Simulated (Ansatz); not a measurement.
FHOSSi (SMILES O[Si](F)=S)

```yaml
atoms:
  - { symbol: F, position_ang: [2.9304, 2.9334, 1.9197] }
  - { symbol: O, position_ang: [0.5142, 2.5392, 2.5133] }
  - { symbol: S, position_ang: [0.9899, 3.8387, -0.4222] }
  - { symbol: Si, position_ang: [1.4582, 3.1150, 1.3085] }
  - { symbol: H, position_ang: [-0.4360, 2.5639, 2.3330] }
```

Geometry: r2SCAN-D4/def2-SVP.

These are results of isolated molecule in a Gaussian basis; Kohn-Sham density functional theory, functional PBE0 in Ansatz 0.2.0, not measurements.

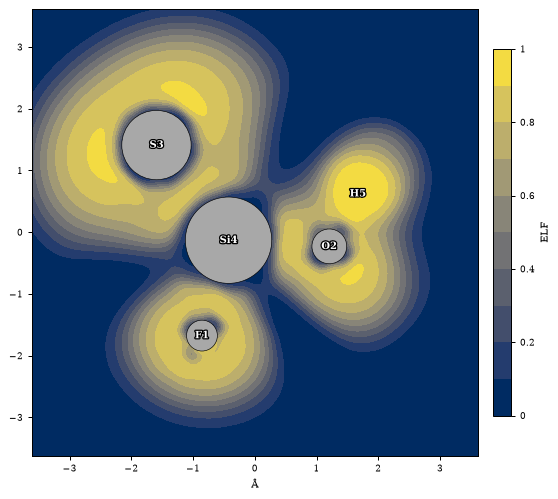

Figure 1. Electron localisation function on the molecular plane. Grey discs cover the atomic cores.

Describe what can be read from this map.

The section cuts through F, O, S, Si and H sites.
Si–F (1.60 Å): the ELF peaks at about 0.85 in the valence shell of F, 0.6 Å from its nucleus, and is about 0.55 at the midpoint.
Si–O (1.64 Å): the ELF peaks at about 0.85 between the atoms, as expected for a polar covalent bond.
Si–S (1.93 Å): the ELF peaks at about 0.85 between the atoms: localised, covalent bonding.
O–H (0.97 Å): the ELF climbs to about 1 towards the hydrogen, as it does in any bond to H: an ordinary covalent bond to hydrogen.
The ELF also peaks beside F1, O2 and S3, away from the bonds: lone-pair regions.

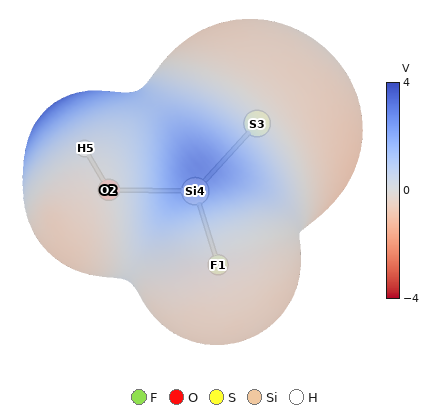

Figure 2. The electrostatic potential painted on the density surface at 0.002 e/bohr³, seen at a tilt; red is negative and blue positive.

Where is the surface potential most negative and most positive?

The most negative region (about −0.8 V) lies over S3, the most positive (about +3.4 V) over H5.

How polar is the molecule by this calculation?

Its dipole moment is 2.29 D.

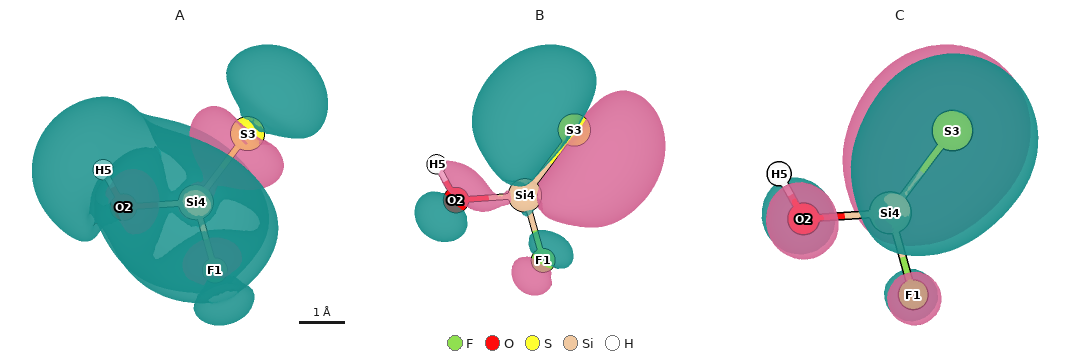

Figure 3. Three frontier orbitals at ±0.05 Å⁻³ᐟ² (teal and pink are the two phases), in no order.

Order the three orbitals by energy and name them.

C is the HOMO−1 (−8.10 eV). It lies mainly on S3 (about 75 %) and Si4 (about 20 %); it changes sign across the molecular plane (π type). B is the HOMO (−7.79 eV). By Hirshfeld shares it lies mainly on S3 (about 80 %) and Si4 (about 15 %); it is symmetric in the molecular plane (an in-plane orbital: σ, lone-pair or in-plane π type); largely a lone pair of S3. A is the LUMO (−1.65 eV). Its weight (Hirshfeld) is mainly on Si4 (about 55 %), S3 (about 20 %), O2 (about 10 %), H5 (about 10 %) and F1 (about 10 %); it is symmetric in the molecular plane (an in-plane orbital: σ, lone-pair or in-plane π type).

What is the HOMO–LUMO gap?

6.14 eV between the orbital energies.
